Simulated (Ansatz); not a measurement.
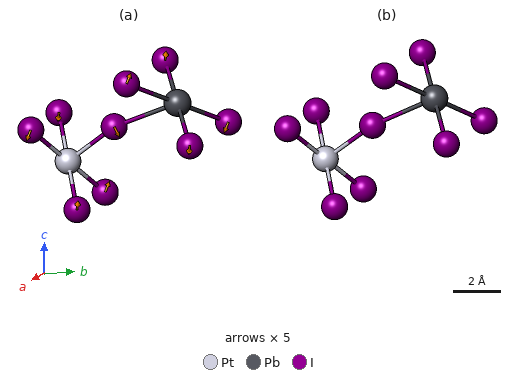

The structure of crystalline PtPbI₆ (built on the LaAlH6-166 type type) before (left) and after (right) a relaxation, at one scale. The orange arrows give the displacements (the part carried along by the change of the cell is left out), magnified 5 times.

A ball-and-stick model of the atoms within 5.0 Å of the atom that moves most (axes of the conventional cell (3 times the calculation's cell)), seen slightly off an axis. Lengths and directions refer to the drawn axes.

Computed with DFT, r2SCAN+rVV10, plane waves, PAW (Ansatz). Set-up: plane-wave cutoff 500 eV; k-point mesh 4 × 4 × 4; occupations fermi dirac; smearing width 0.03 eV; no spin polarisation; cell and atoms relaxed; force threshold 0.01 eV/Å; at most 120 steps.

Q: What changed between the two?

A: The largest moves relative to the cell, 0.11 Å, are those of I atoms. Pb and Pt stay in place. The volume changes by +2.3 %, with a = b 8.643 → 8.598 Å (−0.5 %), c 17.589 → 18.185 Å (+3.4 %). Some distances before and after: I–Pt 2.689 → 2.698 Å. Bond angles that change, for instance: Pt–I–Pb 165.1° → 169.0°. The space group stays R-3m (No. 166). The energy falls by 38.5 meV per cell of the calculation in 4 accepted moves (6 points after the start). The largest force component goes from 0.09 to 0.0077 eV/Å. Pressure: 0.58 GPa at the start and 0.00 GPa at the end. The line search rejected the trial step at point 1 of the run. At 1 point the geometry stayed and the basis and grid were re-selected for the new cell (energy shift of 1.2 meV per cell of the calculation at most each time).
